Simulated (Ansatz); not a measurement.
```xyz
9

F     1.7341   -0.2137    1.1486
C     0.9983    0.5977    0.2738
O     0.7361   -0.0839   -0.9050
C    -0.5362   -0.7528   -0.7747
Ga   -0.9631    0.4637    0.7663
H     1.6285    1.4638    0.0644
H    -0.4015   -1.8126   -0.5379
H    -1.0863   -0.6681   -1.7142
H    -2.1098    1.0058    1.6788
```

Geometry: PBE0-D4/def2-TZVP.

Level of theory: RKS PBE0-D4/def2-TZVPP in Ansatz 0.2.0.

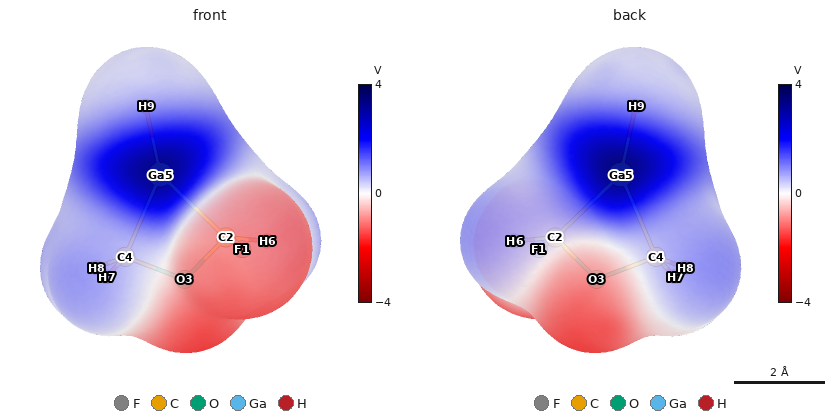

C₂H₄FGaO (SMILES F[CH]1O[CH2][GaH]1). The electrostatic potential painted on the density surface at 0.002 e/bohr³, seen from the front and from behind; the colour scale runs from red (negative) to blue (positive).

Question: Where is the surface potential most negative and most positive?

Answer: The most negative region (about −1.5 V) lies over O3, the most positive (about +3.2 V) over Ga5. O3 is the likeliest acceptor of a hydrogen bond.
